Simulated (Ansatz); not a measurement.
Input

```
crystal:
  periodic: [false, false, false]
  atoms:
    - { symbol: Al, position_ang: [0.115214, 0.298836, 0.135089] }
    - { symbol: C, position_ang: [0.019193, 0.13355, 2.097206] }
    - { symbol: H, position_ang: [-0.939634, -0.253807, 2.467643] }
    - { symbol: H, position_ang: [0.831244, -0.482363, 2.506106] }
    - { symbol: H, position_ang: [0.137583, 1.120806, 2.567122] }
    - { symbol: H, position_ang: [1.521314, 0.51637, -0.58462] }
    - { symbol: H, position_ang: [-1.239212, 0.395998, -0.712484] }
    - { symbol: O, position_ang: [-0.187385, -2.590028, 0.713224] }
    - { symbol: H, position_ang: [-1.100045, -2.782732, 0.459781] }
    - { symbol: H, position_ang: [-0.269172, -2.103929, 1.566333] }
basis:
  gaussian: { orbitals: "6-31G*" }
hamiltonian:
  xc: pbe0
  dispersion: d4
relax:
  f_tol: 0.03
  max_steps: 50
output:
  orbitals: {}
```

Launched as:

```sh
ansatz run input.yaml --threads 1 --pin off --max-ram 2048MiB --backend cpu --events-out ev --progress --plain --runs-dir out
```

The fields are those of the run's last geometry, not of the input's.

The calculation used RKS PBE0-D4/6-31G* (Ansatz 0.2.0).

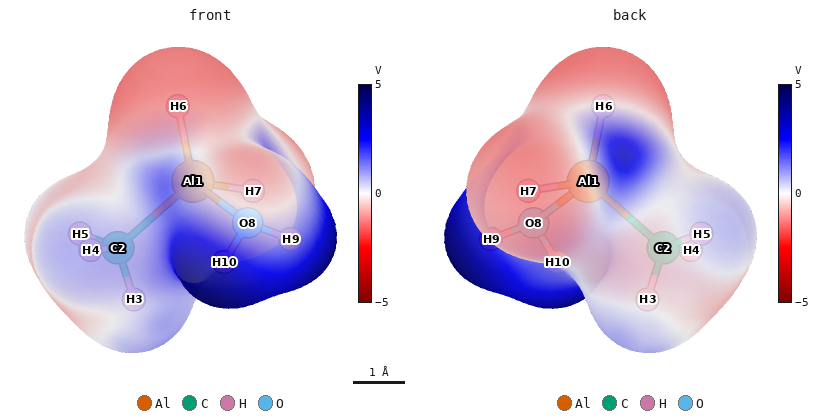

CH$_{7}$AlO. The electrostatic potential painted on the density surface at 0.004 e/bohr³, seen from the front and from behind; red is negative and blue positive.

Where is the surface potential most negative and most positive?

Answer. The most negative region (about −1.3 V) lies over H6, the most positive (about +4.6 V) over H9 and H10.
